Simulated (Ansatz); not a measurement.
## Single-point calculation, with input and output: C3H8SSi

- system: C3H8SSi, SMILES C=CS[SiH2]C
- method: RKS PBE0-D4/def2-TZVPP (Ansatz 0.2.0)

The geometry comes from this level: PBE0-D4/def2-TZVP.

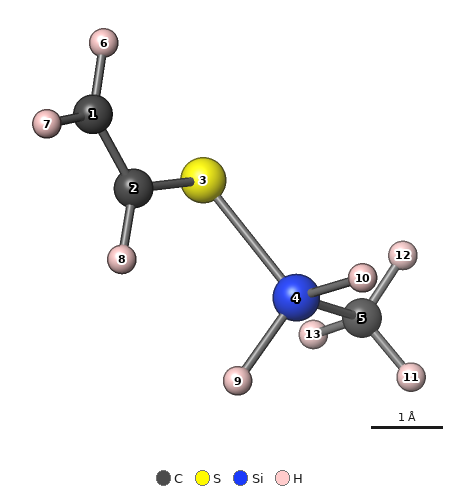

Fig. 1: The structure as given in the input (ball-and-stick view, seen at a tilt; atoms are numbered from 1 in the order of the input).

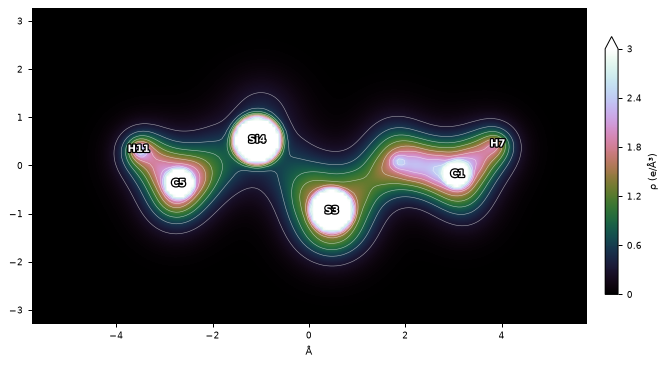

Fig. 2: Total electron density on the plane of atoms Si4, C5 and H11. The section cuts through C, S, Si and H sites. C–Si (1.86 Å): ρ is about 0.98 e/Å³ halfway. Si–S (2.14 Å): ρ at the midpoint is about 0.84 e/Å³. C–H (1.08 Å): ρ at the midpoint is about 2 e/Å³.

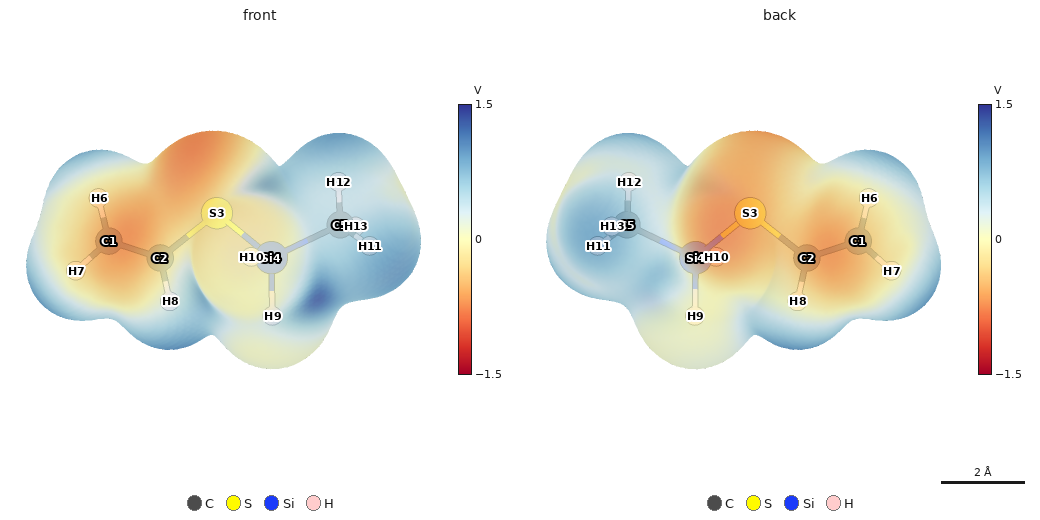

Fig. 3: The molecular electrostatic potential painted on the density surface at 0.002 e/bohr³, seen at a tilt and from behind; the colour scale runs from red (negative) to blue (positive). A positive charge is drawn to the negative regions and a negative charge to the positive ones.

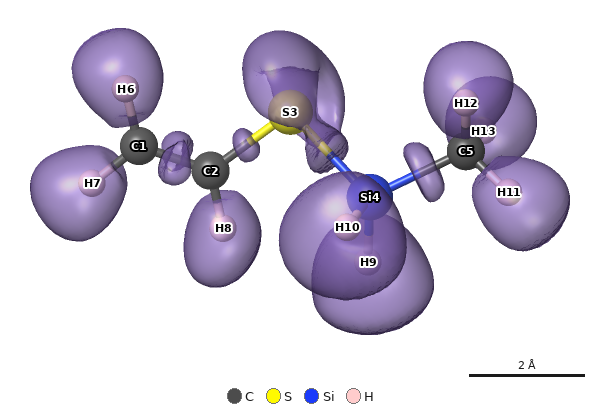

Fig. 4: Isosurface of the ELF at 0.85 (purple), seen at a tilt. Only the valence region is drawn (cores and ρ < 0.01 e/Å³ removed). Profiles from the grid: C–C (1.33 Å): the ELF peaks at about 0.95 between the atoms; a double or triple bond. C–S (1.76 Å): the ELF peaks at about 0.90 between the atoms, which marks localised, shared-pair bonding.

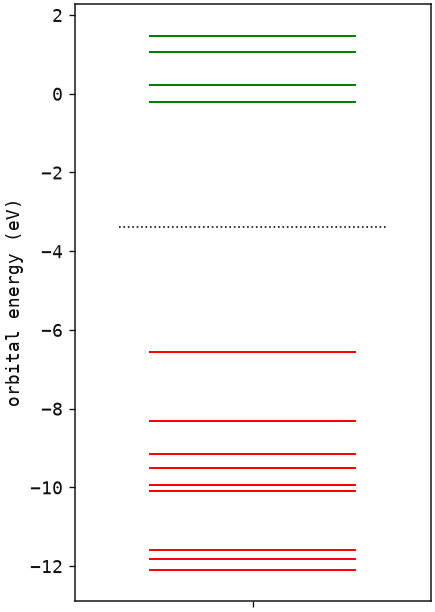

Fig. 5: Orbital energies near the frontier; the dotted line parts filled from empty levels, and levels within 0.02 eV of each other stand side by side. Highest filled −6.57 eV, lowest empty −0.22 eV, 6.35 eV apart.

The input that produced these results follows, with the program's output.

## Input
```yaml
crystal:
  periodic: [false, false, false]
  atoms:
    - {symbol: C, position_ang: [-0.845467, 2.500764, 1.690784]}
    - {symbol: C, position_ang: [-0.551259, 1.709603, 0.667598]}
    - {symbol: S, position_ang: [0.690687, 0.466153, 0.737812]}
    - {symbol: Si, position_ang: [-0.112963, -0.930223, -0.672731]}
    - {symbol: C, position_ang: [1.213164, -2.190296, -1.025141]}
    - {symbol: H, position_ang: [-0.369893, 2.389607, 2.658421]}
    - {symbol: H, position_ang: [-1.573644, 3.294791, 1.575182]}
    - {symbol: H, position_ang: [-1.039936, 1.838879, -0.294098]}
    - {symbol: H, position_ang: [-0.503887, -0.173891, -1.894701]}
    - {symbol: H, position_ang: [-1.336322, -1.580760, -0.130706]}
    - {symbol: H, position_ang: [0.845692, -2.933765, -1.736713]}
    - {symbol: H, position_ang: [1.505316, -2.711720, -0.111062]}
    - {symbol: H, position_ang: [2.099012, -1.713942, -1.449545]}
basis:
  gaussian: {orbitals: def2-TZVPP}
hamiltonian: {xc: pbe0, dispersion: d4}
output: {orbitals: {seedname: orbitals}}
```

Command:
```bash
ansatz run in.yaml --threads 4 --pin off --events-out ev --progress --plain --max-ram 10444MiB
```

## What the program printed
```
Functional definition: PBE0
  name "PBE0"
  cite "Adamo & Barone, J. Chem. Phys. 110, 6158 (1999) doi:10.1063/1.478522"
  cite "Perdew, Burke & Ernzerhof, Phys. Rev. Lett. 77, 3865 (1996) doi:10.1103/PhysRevLett.77.3865"
  parent pbe
  parameter a = 0.25
  parameter kappa = 0.804
  parameter beta = 0.06672455060314922
  exchange = (1 - a)*pbe_x(kappa = kappa, mu = beta*pi^2/3) + a*exact_x
  correlation = pbe_c(beta = beta)
1618 factors; their error is unknown
mean field evaluation 1: about -21934.9271 eV, gradient 6.7e1 eV
mean field evaluation 2: about -21929.3530 eV, gradient 7.8e1 eV
mean field evaluation 4: about -21945.3720 eV, gradient 5.5e0 eV
mean field evaluation 8: about -21945.4461 eV, gradient 1.3e-1 eV
mean field evaluation 16: about -21945.4680 eV, gradient 2.0e-4 eV
mean field -21945.46802293 eV, -806.4810746702 hartree, gradient 4.1e-5 eV, S^2 0.000000; 0 other end points of the search recorded, 0 dependent functions left out
reference -21945.46805841 eV, -806.4810759741 hartree; 28, 28 occupied and 261, 261 virtual orbitals, 1618 factors
Total energy: -21945.72409036 eV, -806.4904849746 hartree
```

## Summary

| quantity | value |
| --- | --- |
| outcome | converged |
| total energy | −21945.7241 eV |
| mean-field energy | −21945.4681 eV |
| dispersion energy | −0.2560 eV |
| SCF solution under orbital rotations | stable |
| HOMO | −6.57 eV |
| LUMO | −0.22 eV |
| hardware | 4 threads of Arm Neoverse V2, 23 GiB of memory available, shared host |
| wall time | 3.6 s (CPU time 13 s) |
| peak memory | 0.81 GiB |
